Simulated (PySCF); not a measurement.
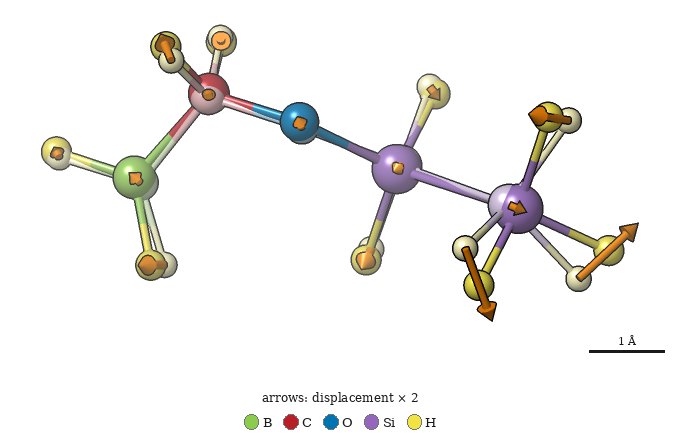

This is a relaxation of CH9BOSi2. The starting structure is drawn faded, the final one solid; orange arrows show the displacements, magnified 2 times. The two geometries are superimposed by the best rigid fit.

Style: ball-and-stick. Shown at a tilt.

The start comes from GFN2-xTB. Its atoms were then displaced at random by about 0.01 Å.

Theory: PySCF, PBE0-D3(BJ)/def2-SVP geometry optimisation, gas phase. 

Question: What did the optimiser do to the structure, and how much energy did it gain?

Answer: The largest move after the best rigid fit is that of an H atom, 0.59 Å. By element the largest moves are H 0.59 Å, Si 0.14 Å, B 0.12 Å, O 0.11 Å, C 0.09 Å. Among the contacts that change: Si–Si 2.254 → 2.338 Å, B–H 1.145 → 1.208 Å, H–Si 1.440 → 1.497 Å, H–Si 1.462 → 1.502 Å. Among the angles between lasting bonds that change: C–O–Si 129.9° → 123.2°, Si–Si–H 118.0° → 111.5°, Si–Si–H 116.7° → 110.3°. Groups turn about Si–Si by about 25°. Over 14 geometry steps the energy falls by 34.1 kJ/mol.
